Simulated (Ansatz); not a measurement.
**AlSO (doublet): from Hartree-Fock to the top rungs at a displaced geometry (v1), cc-pVDZ**

How much of the correlation energy of AlSO (doublet) does each wave-function method recover here?

The runs use Ansatz 0.2.0, Gaussian basis; cc-pVDZ, core rule «outside noble gas», up to 11 orbitals frozen.

To be run: UHF; CCSD(T) on ROHF; CCSD(T) on UHF; BCCD(T) on ROHF; CISD as a restricted active space (open shells left free, so some higher excitations enter); CCSDT(Q) on ROHF; CCSDT(Q) on UHF.

25 further runs of the same task are left out: 12 for a known fault of the program, 4 that didn't finish, 9 set aside as unsound or not needed. Runs told in other sessions of the task aren't counted.

### 1 The system

The geometry is a PBE0/def2-TZVP stationary point (not a proven minimum) with its atoms shifted at random (size 0.040 Å).

3 atoms, charge 0, spin multiplicity 2.

Atoms are counted from 1 here; the program's logs count them from 0.

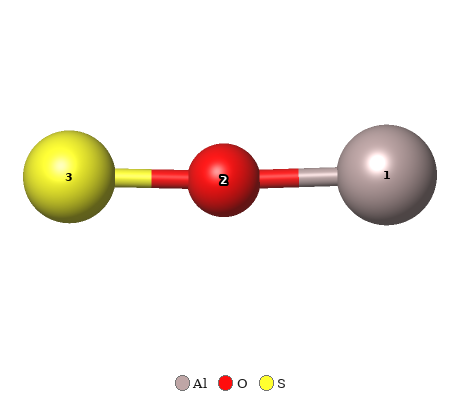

The structure; aluminium light grey, oxygen red, sulfur yellow; atoms are numbered from 1 in the order of the file.

As a file:

```xyz
3

Al   -0.0154   -0.0090    1.7012
O    -0.0163   -0.0252   -0.0306
S     0.0317    0.0342   -1.6706
```

In the tables R marks a restricted open-shell determinant and U an unrestricted one; energies count from the table's Hartree-Fock row.

### 2 UHF

File in.yaml:

```yaml
crystal:
  periodic: [false, false, false]
  atoms:
    - {symbol: Al, position_ang: [-0.015433, -0.009008, 1.701240]}
    - {symbol: O, position_ang: [-0.016266, -0.025151, -0.030613]}
    - {symbol: S, position_ang: [0.031698, 0.034159, -1.670627]}
basis:
  gaussian: {orbitals: cc-pVDZ}
magnetization: {spin_polarized: true, initial_magnetization: 1}
hamiltonian: {xc: hf}
output: {orbitals: {seedname: orbitals}}
```

Command:

```
$ ansatz run in.yaml --threads 1 --pin off --events-out ev --progress --plain --max-ram 2393MiB
```

Log:

```text
Functional definition: HF
  name "HF"
  cite "Fock, Z. Phys. 61, 126 (1930) doi:10.1007/BF01340294"
  parent pbe
  exchange = exact_x
  correlation = 0
503 factors; integrals over basis functions are off by at most 1.2e-3 eV
mean field evaluation 1: about -19435.4976 eV, gradient 1.9e1 eV
mean field evaluation 2: about -19435.5034 eV, gradient 1.9e1 eV
mean field evaluation 4: about -19437.2828 eV, gradient 2.3e0 eV
mean field evaluation 8: about -19437.3520 eV, gradient 1.5e-1 eV
mean field evaluation 16: about -19437.3527 eV, gradient 3.4e-6 eV
mean field evaluation 32: about -19437.3523 eV, gradient 2.3e-1 eV
mean field evaluation 64: about -19435.2048 eV, gradient 6.4e0 eV
mean field evaluation 96: about -19435.1740 eV, gradient 6.5e0 eV
mean field evaluation 128: about -19437.3527 eV, gradient 5.5e-3 eV
mean field evaluation 160: about -19425.4102 eV, gradient 1.0e1 eV
mean field evaluation 192: about -19436.7453 eV, gradient 2.9e0 eV
mean field evaluation 224: about -19437.3527 eV, gradient 1.4e-5 eV
mean field -19437.35280906 eV, -714.3095406221 hartree, gradient 2.8e-6 eV, S^2 0.760868; 3 other end points of the search recorded, 0 dependent functions left out
reference -19437.35280906 eV, -714.3095406221 hartree; 19, 18 occupied and 31, 32 virtual orbitals, 503 factors
Total energy: -19437.35280906 eV, -714.3095406221 hartree
```

Run time: 3.8 s. Hardware: 1 thread of INTEL XEON PLATINUM 8581C at 2.10GHz, shared host.

From the report: ⟨S²⟩ of the determinant 0.761 (pure doublet: 0.75).

### 3 CCSD(T) on ROHF

in.yaml: that of step 2 with these lines changed.

```diff
@@ -8,4 +8,3 @@
   gaussian: {orbitals: cc-pVDZ}
-magnetization: {spin_polarized: true, initial_magnetization: 1}
-hamiltonian: {xc: hf}
-output: {orbitals: {seedname: orbitals}}
+magnetization: {spin_polarized: false, initial_magnetization: 1}
+correlation: {method: ccsd_t, electrons: outside_noble_gas}
```

Launched as before.

Log, shortened:

```text
Functional definition: HF
  name "HF"
  cite "Fock, Z. Phys. 61, 126 (1930) doi:10.1007/BF01340294"
  parent pbe
[...]
503 factors; integrals over basis functions are off by at most 1.2e-3 eV
[...]
mean field -19437.22953328 eV, -714.3050103207 hartree, gradient 2.1e-10 eV, S^2 0.750000; 9 other end points of the search recorded, 0 dependent functions left out
[...]
determinant -19437.22953328 eV, -714.3050103207 hartree, with singles and doubles -19447.16344280 eV, -714.6700747621 hartree
determinant -19437.22938141 eV, -714.3050047396 hartree, with singles and doubles -19447.16341436 eV, -714.6700737169 hartree
determinant -19437.22953328 eV, -714.3050103207 hartree, with singles and doubles -19447.16449594 eV, -714.6701134644 hartree
determinant -19437.22938141 eV, -714.3050047396 hartree, with singles and doubles -19447.16445983 eV, -714.6701121371 hartree
11 core orbitals not correlated: weight in the atoms' cores, before any rotation towards them, 1.000 or more for the frozen orbitals, at most 0.000 for the correlated occupied ones
reference -19437.22953328 eV, -714.3050103207 hartree; 8, 7 occupied and 31, 32 virtual orbitals, 503 factors
second order -9.13831891 eV of doubles, -0.07604979 eV of singles
cycle   1  -9.93495616 eV  change    6.5e-6 eV  update   4.2e-6
perturbative correction -0.28968974 eV, -0.0106459016 hartree
Total energy: -19447.45417918 eV, -714.6807591268 hartree
```

It took 8.5 s on 1 thread of INTEL XEON PLATINUM 8581C at 2.10GHz, shared host.

From the report: correlation -10.2246 eV; T1 0.026; largest double amplitude 0.10.

### 4 CCSD(T) on UHF

in.yaml: that of step 3 with these lines changed.

```diff
@@ -8,3 +8,3 @@
   gaussian: {orbitals: cc-pVDZ}
-magnetization: {spin_polarized: false, initial_magnetization: 1}
+magnetization: {spin_polarized: true, initial_magnetization: 1}
 correlation: {method: ccsd_t, electrons: outside_noble_gas}
```

Same command.

Log, shortened:

```text
Functional definition: HF
  name "HF"
  cite "Fock, Z. Phys. 61, 126 (1930) doi:10.1007/BF01340294"
  parent pbe
[...]
503 factors; integrals over basis functions are off by at most 1.2e-3 eV
[...]
mean field -19437.35280906 eV, -714.3095406221 hartree, gradient 1.6e-10 eV, S^2 0.760868; 13 other end points of the search recorded, 0 dependent functions left out
determinant -19437.35280906 eV, -714.3095406221 hartree, with singles and doubles -19447.16641211 eV, -714.6701838822 hartree
determinant -19437.35267730 eV, -714.3095357798 hartree, with singles and doubles -19447.16638428 eV, -714.6701828595 hartree
determinant -19434.93022600 eV, -714.2205123365 hartree, with singles and doubles -19444.09465780 eV, -714.5572989935 hartree
determinant -19434.92989544 eV, -714.2205001890 hartree, with singles and doubles -19444.09505764 eV, -714.5573136873 hartree
determinant -19434.78823223 eV, -714.2152941618 hartree, with singles and doubles -19443.68233010 eV, -714.5421462299 hartree
determinant -19434.78667600 eV, -714.2152369714 hartree, with singles and doubles -19443.68035581 eV, -714.5420736761 hartree
determinant -19437.35280906 eV, -714.3095406221 hartree, with singles and doubles -19447.16752466 eV, -714.6702247677 hartree
determinant -19437.35267730 eV, -714.3095357798 hartree, with singles and doubles -19447.16749765 eV, -714.6702237752 hartree
11 core orbitals not correlated: weight in the atoms' cores, before any rotation towards them, 1.000 or more for the frozen orbitals, at most 0.000 for the correlated occupied ones
reference -19437.35280906 eV, -714.3095406221 hartree; 8, 7 occupied and 31, 32 virtual orbitals, 503 factors
second order -9.06457851 eV of doubles, -0.00000000 eV of singles
cycle   1  -9.81471581 eV  change   -2.1e-7 eV  update   1.4e-6
perturbative correction -0.28642171 eV, -0.0105258037 hartree
Total energy: -19447.45394658 eV, -714.6807505790 hartree
```

Wall time 12 s (1 thread of INTEL XEON PLATINUM 8581C at 2.10GHz, shared host).

From the report: ⟨S²⟩ of the determinant 0.761 (pure doublet: 0.75); correlation -10.1011 eV; T1 0.025; largest double amplitude 0.09.

### 5 BCCD(T) on ROHF

in.yaml: that of step 4 with these lines changed.

```diff
@@ -8,3 +8,3 @@
   gaussian: {orbitals: cc-pVDZ}
-magnetization: {spin_polarized: true, initial_magnetization: 1}
-correlation: {method: ccsd_t, electrons: outside_noble_gas}
+magnetization: {spin_polarized: false, initial_magnetization: 1}
+correlation: {method: bccd_t, electrons: outside_noble_gas}
```

Launched as before.

Log, shortened:

```text
Functional definition: HF
  name "HF"
  cite "Fock, Z. Phys. 61, 126 (1930) doi:10.1007/BF01340294"
  parent pbe
[...]
503 factors; integrals over basis functions are off by at most 1.2e-3 eV
[...]
mean field -19437.22953328 eV, -714.3050103207 hartree, gradient 2.1e-10 eV, S^2 0.750000; 9 other end points of the search recorded, 0 dependent functions left out
[...]
determinant -19437.22953328 eV, -714.3050103207 hartree, with singles and doubles -19447.16344280 eV, -714.6700747621 hartree
determinant -19437.22938141 eV, -714.3050047396 hartree, with singles and doubles -19447.16341436 eV, -714.6700737169 hartree
determinant -19437.22953328 eV, -714.3050103207 hartree, with singles and doubles -19447.16449594 eV, -714.6701134644 hartree
determinant -19437.22938141 eV, -714.3050047396 hartree, with singles and doubles -19447.16445983 eV, -714.6701121371 hartree
11 core orbitals not correlated: weight in the atoms' cores, before any rotation towards them, 1.000 or more for the frozen orbitals, at most 0.000 for the correlated occupied ones
reference -19437.22953328 eV, -714.3050103207 hartree; 8, 7 occupied and 31, 32 virtual orbitals, 503 factors
second order -9.13831891 eV of doubles, -0.07604979 eV of singles
cycle   1  -9.89116060 eV  change    4.4e-2 eV  update   1.7e-2
[...]
cycle   9  -9.89997466 eV  change    1.1e-6 eV  update   1.3e-5
perturbative correction -0.33132321 eV, -0.0121759036 hartree
Total energy: -19447.46083116 eV, -714.6810035827 hartree
```

Wall time 13 s (1 thread of INTEL XEON PLATINUM 8581C at 2.10GHz, shared host).

From the report: correlation -10.2313 eV; largest double amplitude 0.10.

### 6 CISD as a restricted active space (open shells left free, so some higher excitations enter)

in.yaml: that of step 5 with these lines changed.

```diff
@@ -9,2 +9,2 @@
 magnetization: {spin_polarized: false, initial_magnetization: 1}
-correlation: {method: bccd_t, electrons: outside_noble_gas}
+correlation: {active_space: {ras: {orbitals: [7, 1, 31], electrons: 15, max_holes: 2, max_particles: 2}, fixed_orbitals: true}}
```

The command is unchanged.

Log, shortened:

```text
Functional definition: HF
  name "HF"
  cite "Fock, Z. Phys. 61, 126 (1930) doi:10.1007/BF01340294"
  parent pbe
[...]
503 factors; integrals over basis functions are off by at most 1.2e-3 eV
[...]
mean field -19437.22953328 eV, -714.3050103207 hartree, gradient 2.1e-10 eV, S^2 0.750000; 8 other end points of the search recorded, 0 dependent functions left out
reference -19437.22953328 eV, -714.3050103207 hartree; 19, 18 occupied and 31, 32 virtual orbitals, 503 factors
state -19446.07500973 eV, -714.6300755846 hartree
Total energy: -19446.07500973 eV, -714.6300755846 hartree
```

Wall time 9 s (1 thread of INTEL XEON PLATINUM 8581C at 2.10GHz, shared host).

From the report: 63,711 determinants.

### 7 CCSDT(Q) on ROHF

in.yaml: that of step 6 with these lines changed.

```diff
@@ -9,2 +9,2 @@
 magnetization: {spin_polarized: false, initial_magnetization: 1}
-correlation: {active_space: {ras: {orbitals: [7, 1, 31], electrons: 15, max_holes: 2, max_particles: 2}, fixed_orbitals: true}}
+correlation: {method: ccsdt_q, electrons: outside_noble_gas}
```

Same command.

Log, shortened:

```text
Functional definition: HF
  name "HF"
  cite "Fock, Z. Phys. 61, 126 (1930) doi:10.1007/BF01340294"
  parent pbe
[...]
913 factors; integrals over basis functions are off by at most 1.5e-7 eV
[...]
mean field -19437.22968900 eV, -714.3050160431 hartree, gradient 2.1e-10 eV, S^2 0.750000; 9 other end points of the search recorded, 0 dependent functions left out
[...]
determinant -19437.22968900 eV, -714.3050160431 hartree, with singles and doubles -19447.16363731 eV, -714.6700819100 hartree
determinant -19437.22953714 eV, -714.3050104626 hartree, with singles and doubles -19447.16360815 eV, -714.6700808384 hartree
determinant -19437.22968900 eV, -714.3050160431 hartree, with singles and doubles -19447.16469022 eV, -714.6701206041 hartree
determinant -19437.22953714 eV, -714.3050104626 hartree, with singles and doubles -19447.16465438 eV, -714.6701192869 hartree
11 core orbitals not correlated: weight in the atoms' cores, before any rotation towards them, 1.000 or more for the frozen orbitals, at most 0.000 for the correlated occupied ones
reference -19437.22968900 eV, -714.3050160431 hartree; 8, 7 occupied and 31, 32 virtual orbitals, 913 factors
second order -9.13837100 eV of doubles, -0.07605062 eV of singles
cycle   1  -9.44026967 eV  change   -2.2e-1 eV  update   1.2e-1
[...]
cycle  20  -10.24668532 eV  change   -4.9e-7 eV  update   9.5e-7
perturbative correction -0.03041606 eV, -0.0011177694 hartree
Total energy: -19447.50679037 eV, -714.6826925526 hartree
```

Wall time 53 s (1 thread of INTEL XEON PLATINUM 8581C at 2.10GHz, shared host); peak memory 0.85 GiB.

From the report: correlation -10.2771 eV; T1 0.027; largest double amplitude 0.10.

### 8 CCSDT(Q) on UHF

in.yaml: that of step 7 with these lines changed.

```diff
@@ -8,3 +8,3 @@
   gaussian: {orbitals: cc-pVDZ}
-magnetization: {spin_polarized: false, initial_magnetization: 1}
+magnetization: {spin_polarized: true, initial_magnetization: 1}
 correlation: {method: ccsdt_q, electrons: outside_noble_gas}
```

Launched as before.

Log, shortened:

```text
Functional definition: HF
  name "HF"
  cite "Fock, Z. Phys. 61, 126 (1930) doi:10.1007/BF01340294"
  parent pbe
[...]
913 factors; integrals over basis functions are off by at most 1.5e-7 eV
[...]
mean field -19437.35296661 eV, -714.3095464119 hartree, gradient 1.7e-10 eV, S^2 0.760869; 13 other end points of the search recorded, 0 dependent functions left out
determinant -19437.35296661 eV, -714.3095464119 hartree, with singles and doubles -19447.16660645 eV, -714.6701910242 hartree
determinant -19437.35283486 eV, -714.3095415701 hartree, with singles and doubles -19447.16657910 eV, -714.6701900188 hartree
determinant -19434.93041333 eV, -714.2205192207 hartree, with singles and doubles -19444.09486718 eV, -714.5573066878 hartree
determinant -19434.93008282 eV, -714.2205070748 hartree, with singles and doubles -19444.09526627 eV, -714.5573213543 hartree
determinant -19434.78842064 eV, -714.2153010856 hartree, with singles and doubles -19443.68253925 eV, -714.5421539159 hartree
determinant -19434.78686445 eV, -714.2152438968 hartree, with singles and doubles -19443.68056521 eV, -714.5420813714 hartree
determinant -19437.35296661 eV, -714.3095464119 hartree, with singles and doubles -19447.16771910 eV, -714.6702319134 hartree
determinant -19437.35283486 eV, -714.3095415701 hartree, with singles and doubles -19447.16769249 eV, -714.6702309352 hartree
11 core orbitals not correlated: weight in the atoms' cores, before any rotation towards them, 1.000 or more for the frozen orbitals, at most 0.000 for the correlated occupied ones
reference -19437.35296661 eV, -714.3095464119 hartree; 8, 7 occupied and 31, 32 virtual orbitals, 913 factors
second order -9.06462896 eV of doubles, -0.00000000 eV of singles
cycle   1  -9.30845103 eV  change   -2.4e-1 eV  update   1.2e-1
[...]
cycle  19  -10.12378342 eV  change   -1.3e-6 eV  update   1.6e-6
perturbative correction -0.03569631 eV, -0.0013118150 hartree
Total energy: -19447.51244634 eV, -714.6829004055 hartree
```

Run time: 48 s. Hardware: 1 thread of INTEL XEON PLATINUM 8581C at 2.10GHz, shared host; peak memory 0.63 GiB.

From the report: ⟨S²⟩ of the determinant 0.761 (pure doublet: 0.75); correlation -10.1595 eV; T1 0.026; largest double amplitude 0.10.

### 9 Misses and costs

The yardstick is UCCSDT(Q), where the cluster series has nearly closed. Rows without a time are mean-field rows or come out of runs for another level: lower rungs of the coupled-cluster runs, or the Hartree-Fock search.

```tsv
method	energy from the lowest ROHF (kcal/mol)	from UCCSDT(Q) (kcal/mol)	time
ROHF	0.00	+237.13	
UHF	-2.84	+234.29	
RMP2	-212.49	+24.64	
UMP2	-211.88	+25.25	
CISD	-203.98	+33.15	9 s
RCCSD	-229.11	+8.02	
UCCSD	-229.18	+7.95	
RCCSD(T)	-235.79	+1.34	8.5 s
UCCSD(T)	-235.78	+1.35	12 s
BCCD(T)	-235.94	+1.19	13 s
RCCSDT	-236.30	+0.83	
UCCSDT	-236.31	+0.82	
RCCSDT(Q)	-237.00	+0.13	53 s
UCCSDT(Q)	-237.13	0	48 s
```

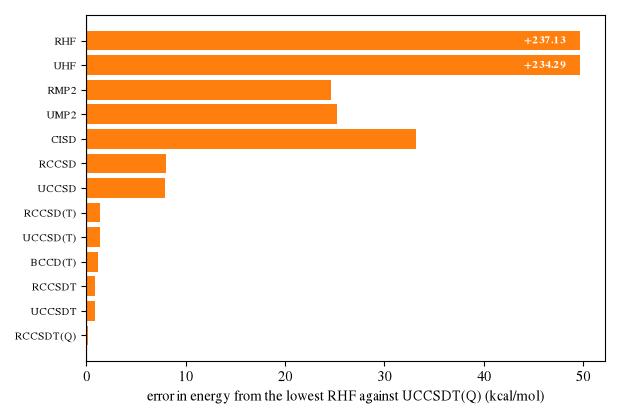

How far each level lands from UCCSDT(Q). Bars with a number in them are cut short.

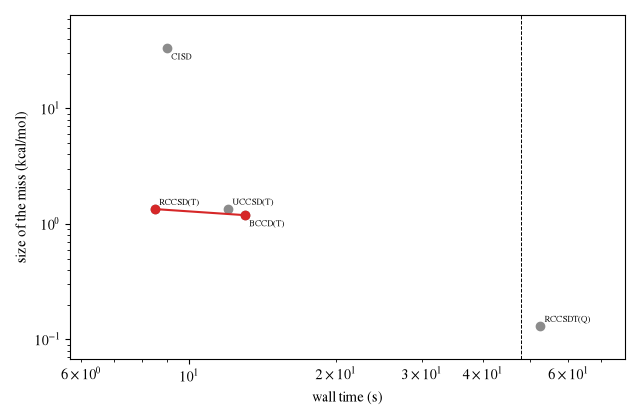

Accuracy for the time spent; red marks the levels that beat every quicker one drawn (of those quicker than the yardstick), and the dashed line is the time of UCCSDT(Q). Times are from a shared host.

### 10 Results

| quantity | value |
| --- | --- |
| UCCSDT(Q) from the ROHF energy | -10.2829 eV |
| RMP2 from UCCSDT(Q) | +24.64 kcal/mol |
| UMP2 from UCCSDT(Q) | +25.25 kcal/mol |
| RCCSD from UCCSDT(Q) | +8.02 kcal/mol |
| RCCSD(T) from UCCSDT(Q) | +1.34 kcal/mol |
| UCCSD(T) from UCCSDT(Q) | +1.35 kcal/mol |
| RCCSDT(Q) from UCCSDT(Q) | +0.13 kcal/mol |
| levels within 1 kcal/mol (43 meV) | RCCSDT, UCCSDT, RCCSDT(Q) |
| T1 diagnostic | 0.026 |

RCCSD(T) lands +1.34 kcal/mol from the yardstick (0.6 % of the correlation energy). These misses are within one basis, not against nature; the frozen cores of restricted and unrestricted runs differ, which can shift their rows.

With open shells the CI space here admits some higher excitations, so it is larger than plain CISD.

BCCD(T) reaches 1.19 kcal/mol from the reference in 13 s, where UCCSDT(Q) took 48 s; the quickest level in the cost chart, RCCSD(T), takes 8.5 s and misses by 1.34 kcal/mol.
